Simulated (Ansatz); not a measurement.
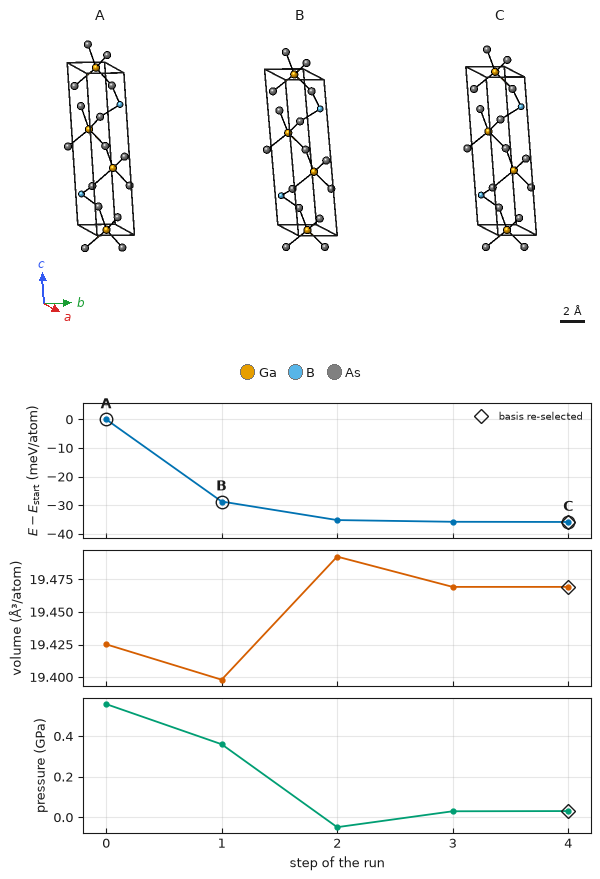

Frames of a relaxation of crystalline Ga₃B₂As₅ (a generated structure, set up in P1) (coarse preliminary run), marked on the history of the run. A ball-and-stick model of the cell of the calculation, seen slightly off an axis.

Level of theory: DFT PBE, scalar-relativistic, plane waves, PAW (Ansatz 0.2.0).

Input file:
```yaml
crystal:
  lattice:
    - [-0.074801831, -3.7510448984, -0.0334518269]
    - [3.7124652142, 0.074801831, 0.0160156158]
    - [-1.7601810546, 1.9606251565, 13.9648601719]
  atoms:
    - { symbol: Ga, position: [0.7106165503, 0.6872197686, 0.3951119296] }
    - { symbol: Ga, position: [0.3124390871, 0.3117047485, 0.6086385294] }
    - { symbol: Ga, position: [0.5121809917, 0.5067435796, 1.0014141471] }
    - { symbol: B, position: [0.895739267, 0.8946890132, 0.798307449] }
    - { symbol: B, position: [0.1014474477, 0.1025338355, 0.1960518965] }
    - { symbol: As, position: [0.2443924072, 0.7509451314, 0.4999014503] }
    - { symbol: As, position: [0.8389188813, 0.369534806, 0.7205287809] }
    - { symbol: As, position: [0.4413566552, 0.9325840123, 0.8851597099] }
    - { symbol: As, position: [0.0561332894, 0.5551377999, 0.1145068394] }
    - { symbol: As, position: [0.636775423, 0.1389073049, 0.280379268] }
basis:
  ecutwfc: 420
kpoints:
  mp_grid: { grid: [4, 4, 4] }
hamiltonian:
  xc: pbe
scf:
  occupations: { method: gaussian, width: 0.1 }
  lower_state_search: "off"
output:
  forces: true
  stress: true
  eigenvalues: true
relax:
  adjacent_minimum: "off"
  f_tol: 0.025
  max_steps: 60
  cell: { stress_tol: 0.25 }
```

Launched with:
```bash
ansatz run input.yaml --threads 4 --pin off --max-ram 8192MiB --backend cpu --events-out ev --progress --plain --runs-dir out
```

### Describe the path.

The largest moves relative to the cell, 0.099 Å, are those of Ga1 and B4. B4 goes along [1 1 1]. Largest moves by element: B 0.099 Å, Ga 0.098 Å, As 0.093 Å. Cell: a 3.752 → 3.781 Å (+0.8 %), b 3.713 → 3.780 Å (+1.8 %), c 14.211 → 13.883 Å (−2.3 %), α 96.7° → 97.8°, β 98.3° → 97.8°, γ 92.3° → 90.0°. Volume +0.2 %. Some distances before and after: Ga2–As7 2.549 → 2.432 Å, Ga1–As6 2.303 → 2.417 Å, Ga2–As7 (another image) 2.336 → 2.431 Å, Ga3–As8 2.520 → 2.428 Å. Bond angles that change, for instance: As8–Ga3–As9 118.5° → 113.2°, Ga3–As8–B4 113.7° → 108.8°, Ga3–As8–Ga3 97.7° → 102.3°. The space group (tolerance 0.01 Å) goes from P1 (No. 1) to I-4m2 (No. 119). Over 3 accepted moves (4 points after the start) the energy falls by 35.8 meV per atom. The largest force component goes from 1.3 to 0.0053 eV/Å. The pressure goes from 0.56 to 0.03 GPa. The SCF was repeated once at an unchanged geometry on a basis and grid sized afresh for the cell, which shifted the energy by 0.1 meV per atom at most. From step 0 to 1: As7 moves most (0.12 Å), volume −0.1 %, energy −28.7 meV per atom. From step 1 to 4: B4 moves most (0.05 Å), volume +0.4 %, energy −7.1 meV per atom.

```json
{"step": "0", "E − E(0), meV/atom": "0.00", "largest force component, eV/Å": "1.2826", "pressure, GPa": "0.56", "volume, Å³/atom": "19.425", "note": ""}
{"step": "1", "E − E(0), meV/atom": "-28.68", "largest force component, eV/Å": "0.3132", "pressure, GPa": "0.36", "volume, Å³/atom": "19.398", "note": ""}
{"step": "2", "E − E(0), meV/atom": "-35.15", "largest force component, eV/Å": "0.1595", "pressure, GPa": "-0.05", "volume, Å³/atom": "19.492", "note": ""}
{"step": "3", "E − E(0), meV/atom": "-35.75", "largest force component, eV/Å": "0.0053", "pressure, GPa": "0.03", "volume, Å³/atom": "19.469", "note": ""}
{"step": "4", "E − E(0), meV/atom": "-35.82", "largest force component, eV/Å": "0.0053", "pressure, GPa": "0.03", "volume, Å³/atom": "19.469", "note": "same geometry, new basis"}
```
